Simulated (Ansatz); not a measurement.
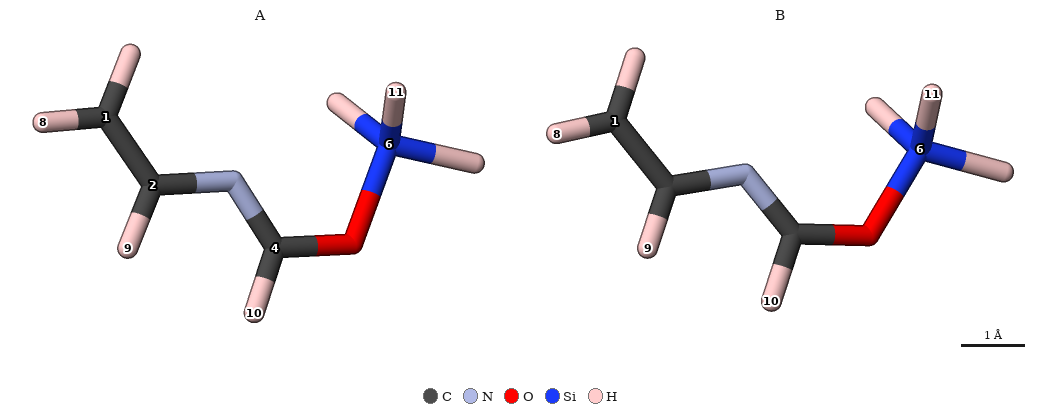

Two geometries of C₃H₇NOSi (coarse preliminary run), drawn at one scale. One is the start of a relaxation, the other its converged end. Style: stick. Shown at a tilt.

Level of theory: RKS PBE-D4/def2-SVP (Ansatz). Set-up: force threshold 0.03 eV/Å; at most 200 steps.

Q: Which of the two is the end point?

A: Structure A is the relaxed one. The start comes from a force field. The energy falls by 0.532 eV in 7 accepted moves (8 points after the start). The largest force component goes from 3.8 to 0.0041 eV/Å. The line search rejected the trial step at point 7 of the run. An H atom moves most after the best rigid fit: 0.33 Å. By element the largest moves are H 0.33 Å, C 0.23 Å, Si 0.21 Å, N 0.17 Å, O 0.15 Å. Some distances before and after: N–Si 3.063 → 2.782 Å, C–H 1.029 → 1.099 Å, O–Si 1.674 → 1.743 Å, C–H 1.052 → 1.112 Å. Bond angles that change, for instance: N–C–O 130.2° → 120.7°, O–Si–H 109.7° → 101.1°, C–O–Si 122.8° → 115.5°.
